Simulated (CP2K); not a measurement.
**One shape, several levels: CH3BCl3FSi (SMILES CB(F)[Si](Cl)(Cl)Cl)**

We compute a comparison of 3 runs (AM1, PM6, IPEA1-xTB) of CH3BCl3FSi. 

Program for the calculation: CP2K 2026.2.

3 further runs of the same task are left out: 1 that didn't finish, 2 set aside as unsound or not needed.

### 1 The system as given

CH3BCl3FSi has 10 atoms, charge 0, and is taken as a singlet. As SMILES, `CB(F)[Si](Cl)(Cl)Cl`. The shape comes from a force field and isn't a relaxed structure.

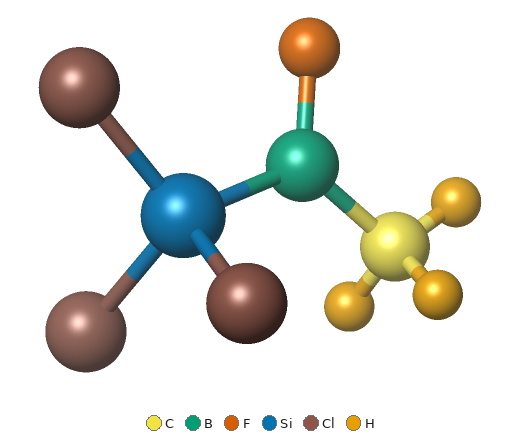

The structure, seen from a chosen angle (carbon yellow, boron teal, fluorine orange, silicon blue, chlorine brown, hydrogen amber).

### 2 Energy and gradient at AM1 (run 1)

File run.inp:

```
&FORCE_EVAL
    METHOD Quickstep
    &DFT
        &QS
            METHOD AM1
            EPS_DEFAULT 1.0E-10
            &SE
                &COULOMB
                    CUTOFF [angstrom] 50
                    RC_RANGE [angstrom] 0
                &END COULOMB
                &EXCHANGE
                    CUTOFF [angstrom] 50
                    RC_RANGE [angstrom] 0
                &END EXCHANGE
            &END SE
        &END QS
        &POISSON
            PERIODIC NONE
            POISSON_SOLVER ANALYTIC
        &END POISSON
        &SCF
            SCF_GUESS ATOMIC
            EPS_SCF 1.0E-07
            MAX_SCF 80
            ADDED_MOS 2
            &DIAGONALIZATION
                ALGORITHM STANDARD
            &END DIAGONALIZATION
            &MIXING
                METHOD DIRECT_P_MIXING
                ALPHA 0.4
            &END MIXING
        &END SCF
        &PRINT
            &MOMENTS
                PERIODIC F
                REFERENCE COM
                MAX_MOMENT 1
            &END MOMENTS
            &MO ON
                ENERGIES T
                OCCUPATION_NUMBERS T
                NDIGITS 6
                &EACH
                    QS_SCF 0
                &END EACH
                ADD_LAST NUMERIC
            &END MO
            &HIRSHFELD OFF
            &END HIRSHFELD
        &END PRINT
    &END DFT
    &SUBSYS
        &CELL
            ABC 12.2 12.1 12.3
            PERIODIC NONE
        &END CELL
        &COORD
            C      6.574150     4.645300     7.383800
            B      6.871150     5.729800     6.227000
            F      8.193950     5.835800     5.714600
            Si     5.559950     6.885000     5.492500
            Cl     6.302150     8.106800     4.000500
            Cl     4.675950     8.067400     7.025000
            Cl     4.006050     5.688300     4.662400
            H      5.799450     3.993200     6.996100
            H      6.134050     5.246400     8.299500
            H      7.441750     4.132700     7.684700
        &END COORD
    &END SUBSYS
    &PRINT
        &FORCES ON
        &END FORCES
    &END PRINT
&END FORCE_EVAL

&GLOBAL
    PROJECT run
    RUN_TYPE ENERGY_FORCE
    PRINT_LEVEL MEDIUM
&END GLOBAL
```

Run with:

```
$ OMP_NUM_THREADS=1 cp2k.psmp -i run.inp > run.out 2>&1
```

Log:

```text
CP2K| version string:                                       CP2K version 2026.2
[...]
 GLOBAL| Method name                                                        CP2K
[...]
 GLOBAL| Run type                                                   ENERGY_FORCE
[...]
                             - Atoms:                                         10
[...]
                             - Spherical basis functions:                     31
[...]
 Number of electrons:                                                         42
[...]
     1 P_Mix/Diag. 0.40E+00    0.0     0.68067558       -64.7603797245 -6.48E+01
[...]
    22 DIIS/Diag.  0.41E-07    0.0     0.00000008       -71.0982367294  7.11E-14
  *** SCF run converged in    22 steps ***
  Core-core repulsion energy [eV]:                           3374.20340234854893
  Core Hamiltonian energy [eV]:                             -3177.88594147658114
  Two-electron integral energy [eV]:                        -4261.99774408192116
  Electronic energy [eV]:                                   -5308.88481351754126
  Total energy [eV]:                                        -1934.68141116899301
  Atomic reference energy [eV]:                              1925.97378540279806
  Heat of formation [kcal/mol]:                              -200.80263639317059
[...]
 SE_DIPOLE| Moment [Debye]         -0.54390541       1.19554784      -1.26305422
 SE_DIPOLE| Derivative [a.u.]       0.00000000       0.00000000       0.00000000
 ENERGY| Total FORCE_EVAL ( QS ) energy [hartree]            -71.098236729435996
 FORCES| Atomic forces [hartree/bohr]
 FORCES|   Atom     x               y               z               |f|
 FORCES|      1 -2.26229872E-02  8.28716370E-02 -1.50819673E-02   8.72179655E-02
 FORCES|      2  1.25224963E-01 -1.65144474E-02 -1.91847985E-02   1.27757876E-01
 FORCES|      3 -1.40620556E-01 -1.68543659E-02  5.98677671E-02   1.53760723E-01
 FORCES|      4 -1.08367085E-02 -2.27355514E-03  3.27191711E-03   1.15459407E-02
 FORCES|      5 -3.08773332E-03 -2.23240247E-03  4.42191832E-03   5.83704373E-03
 FORCES|      6  6.58845168E-03 -7.21995421E-03 -1.02686419E-02   1.41767571E-02
 FORCES|      7  9.49179521E-03  7.45528402E-03  4.79957165E-03   1.29888923E-02
 FORCES|      8 -1.11047629E-02 -1.06752228E-02 -6.80378743E-03   1.68394674E-02
 FORCES|      9  1.39307245E-02 -1.60666006E-02 -2.95634904E-02   3.64170387E-02
 FORCES|     10  3.30368139E-02 -1.84903724E-02  8.54151139E-03   3.88108537E-02
 FORCES| Sum    -4.16333634E-16 -5.48172618E-16 -8.60422844E-16
 FORCES| Total atomic force                                       1.10188674E-15
[...]
```

Wall time 1.8 s (1 thread of Intel Xeon Platinum 8259CL at 2.50GHz (Skylake/Cascade Lake), shared host); peak memory 0.19 GiB.

### 3 A single-point energy at PM6 (run 2)

File run.inp:

```
&GLOBAL
  PROJECT_NAME run
  RUN_TYPE ENERGY
  PRINT_LEVEL MEDIUM
&END
&FORCE_EVAL
  METHOD QUICKSTEP
  &DFT
    &QS
      METHOD PM6
      EPS_DEFAULT 1.0E-10
      &SE
        &COULOMB
          CUTOFF [angstrom] 50
          RC_RANGE [angstrom] 0
        &END
        &EXCHANGE
          CUTOFF [angstrom] 50
          RC_RANGE [angstrom] 0
        &END
      &END
    &END
    &POISSON
      PERIODIC NONE
      POISSON_SOLVER ANALYTIC
    &END
    &SCF
      SCF_GUESS ATOMIC
      EPS_SCF 1.0E-07
      MAX_SCF 150
      &DIAGONALIZATION
        ALGORITHM STANDARD
      &END
      &MIXING
        METHOD DIRECT_P_MIXING
        ALPHA 0.4
      &END
    &END
    &PRINT
      &MOMENTS
        PERIODIC F
        REFERENCE COM
        MAX_MOMENT 1
      &END
      &MO ON
        ENERGIES T
        OCCUPATION_NUMBERS T
        NDIGITS 6
        &EACH
          QS_SCF 0
        &END
        ADD_LAST NUMERIC
      &END
      &HIRSHFELD OFF
      &END
    &END
  &END
  &SUBSYS
    &CELL
      ABC 20.2 20.1 20.3
      PERIODIC NONE
    &END
    &COORD
      UNIT bohr
      C      0.8061572    -2.2542543     1.9568114
      B      1.3674058    -0.2048463    -0.2292238
      F      3.8671355    -0.0045353    -1.1975194
      Si    -1.1104031     1.9781653    -1.6172276
      Cl     0.2921517     4.2870327    -4.4366990
      Cl    -2.7809210     4.2125775     1.2787777
      Cl    -4.0468485    -0.2832699    -3.1858893
      H     -0.6578137    -3.4865447     1.2241646
      H     -0.0255113    -1.1183399     3.6872336
      H      2.4456836    -3.2229279     2.5254300
    &END
    &TOPOLOGY
      &CENTER_COORDINATES
      &END
    &END
  &END
&END
```

Run with:

```
$ OMP_NUM_THREADS=1 cp2k.psmp -i run.inp > run.out 2>&1
```

Log:

```text
CP2K| version string:                                       CP2K version 2026.2
[...]
 GLOBAL| Method name                                                        CP2K
[...]
 GLOBAL| Run type                                                         ENERGY
[...]
                             - Atoms:                                         10
[...]
                             - Spherical basis functions:                     51
[...]
 Number of electrons:                                                         42
[...]
     1 P_Mix/Diag. 0.40E+00    0.0     0.67082071       -50.4713426599 -5.05E+01
[...]
    23 DIIS/Diag.  0.53E-07    0.0     0.00000007       -56.2352645395  8.53E-14
  *** SCF run converged in    23 steps ***
  Core-core repulsion energy [eV]:                           3193.41550600118035
  Core Hamiltonian energy [eV]:                             -2475.40501505562952
  Two-electron integral energy [eV]:                        -4496.49972120981329
  Electronic energy [eV]:                                   -4723.65487566053616
  Total energy [eV]:                                        -1530.23936965935582
  Atomic reference energy [eV]:                              1523.15694490279793
  Heat of formation [kcal/mol]:                              -163.32460780460326
[...]
 SE_DIPOLE| Moment [Debye]         -0.19385406       1.17481231      -1.45290505
 SE_DIPOLE| Derivative [a.u.]       0.00000000       0.00000000       0.00000000
 ENERGY| Total FORCE_EVAL ( QS ) energy [hartree]            -56.235264539501202
[...]
```

Run time: 1.5 s. Hardware: 1 thread of Intel Xeon Platinum 8259CL at 2.50GHz (Skylake/Cascade Lake), shared host; peak memory 0.19 GiB.

### 4 A single-point energy at IPEA1-xTB (run 3)

File run.inp:

```
&FORCE_EVAL
  METHOD Quickstep
  &DFT
    &QS
      METHOD XTB
      EPS_DEFAULT 1.0E-10
      &XTB
        GFN_TYPE TBLITE
        &TBLITE
          METHOD IPEA1
        &END TBLITE
        CHECK_ATOMIC_CHARGES F
      &END XTB
    &END QS
    &POISSON
      PERIODIC NONE
      POISSON_SOLVER ANALYTIC
    &END POISSON
    &SCF
      SCF_GUESS ATOMIC
      EPS_SCF 1.0E-06
      MAX_SCF 150
      ADDED_MOS 8
      &DIAGONALIZATION
        ALGORITHM STANDARD
      &END DIAGONALIZATION
      &MIXING
        METHOD DIRECT_P_MIXING
        ALPHA 0.4
      &END MIXING
      &SMEAR ON
        METHOD FERMI_DIRAC
        ELECTRONIC_TEMPERATURE [K] 300
      &END SMEAR
    &END SCF
    &PRINT
      &MOMENTS
        PERIODIC F
        REFERENCE COM
        MAX_MOMENT 1
      &END MOMENTS
      &MO ON
        ENERGIES T
        OCCUPATION_NUMBERS T
        NDIGITS 6
        &EACH
          QS_SCF 0
        &END EACH
        ADD_LAST NUMERIC
      &END MO
      &HIRSHFELD OFF
      &END HIRSHFELD
    &END PRINT
  &END DFT
  &SUBSYS
    &CELL
      ABC 20.2 20.1 20.3
      PERIODIC NONE
    &END CELL
    &COORD
      C      0.426600    -1.192900     1.035500
      B      0.723600    -0.108400    -0.121300
      F      2.046400    -0.002400    -0.633700
      Si    -0.587600     1.046800    -0.855800
      Cl     0.154600     2.268600    -2.347800
      Cl    -1.471600     2.229200     0.676700
      Cl    -2.141500    -0.149900    -1.685900
      H     -0.348100    -1.845000     0.647800
      H     -0.013500    -0.591800     1.951200
      H      1.294200    -1.705500     1.336400
    &END COORD
    &TOPOLOGY
      &CENTER_COORDINATES
      &END CENTER_COORDINATES
    &END TOPOLOGY
  &END SUBSYS
&END FORCE_EVAL

&GLOBAL
  PROJECT_NAME run
  RUN_TYPE ENERGY
  PRINT_LEVEL MEDIUM
&END GLOBAL
```

Run with:

```
$ OMP_NUM_THREADS=1 cp2k.psmp -i run.inp -o run.out
```

Log:

```text
CP2K| version string:                                       CP2K version 2026.2
[...]
 GLOBAL| Method name                                                        CP2K
[...]
 GLOBAL| Run type                                                         ENERGY
[...]
                             - Atoms:                                         10
[...]
                             - Spherical basis functions:                     57
[...]
 Number of electrons:                                                         42
[...]
  *** SCF run converged in    13 steps ***
[...]
  Fermi energy:                                                -0.34912329103553
[...]
 TB_DIPOLE| Moment [Debye]         -0.11268167      -1.06343971       1.19451786
 TB_DIPOLE| Derivative [a.u.]       0.00000000       0.00000000       0.00000000
[...]
 ENERGY| Total FORCE_EVAL ( QS ) energy [hartree]            -26.366289119397532
[...]
```

It took 1.8 s on 1 thread of Intel Xeon Platinum 8259CL at 2.50GHz (Skylake/Cascade Lake), shared host; peak memory 0.19 GiB.

### 5 All runs side by side

```csv
run,level,task,iteration cap,energy (Eh),dipole moment (D),HOMO energy (eV),LUMO energy (eV),wall time
1,AM1,gradient,80,-71.098237,1.82,-10.88,-1.72,1.8 s
2,PM6,energy,150,-56.235265,1.88,-10.15,–,1.5 s
3,IPEA1-xTB,energy,150,-26.366289,1.60,-12.37,-8.62,1.8 s
```

### 6 Outcome

| quantity | value |
| --- | --- |
| run 3: total energy | -26.36629 Eh |
| run 3: dipole moment (from atomic charges alone) | 1.60 D |
| run 3: HOMO energy | -12.37 eV |
| run 3: LUMO energy | -8.62 eV |
| run 3: HOMO–LUMO gap | 3.74 eV |

What this shows: The dipole moment (its size) runs from 1.60 D (IPEA1-xTB) to 1.88 D (PM6). Some of these are taken from atomic charges alone. Force-field and semi-empirical energies have zeros of their own, so their totals don't compare. All runs together took 5.2 s, the longest 1.8 s.
